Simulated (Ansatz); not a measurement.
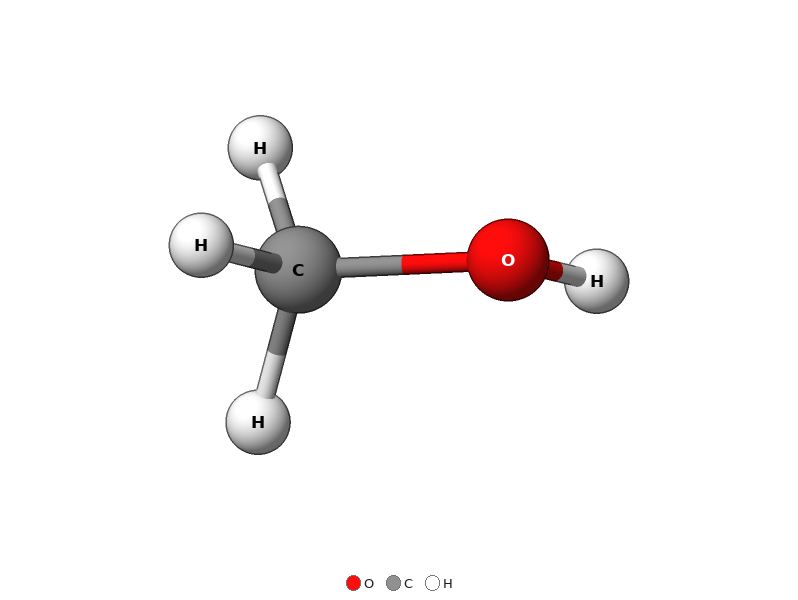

Sticks follow a distance rule. Harmonic vibrations computed with RKS PBE0-D4/def2-TZVP (Ansatz 0.2.0) at a stationary point of the same level.

Question: Minimum or transition state?

Answer: A minimum: no imaginary frequency, and the lowest mode lies at 307 cm⁻¹.

Question: How many vibrational modes are there, and where do they lie?

Answer: 12 modes: 307, 1064, 1108, 1174, 1374, 1477, 1490, 1506, 3005, 3057, 3131, 3879 cm⁻¹.
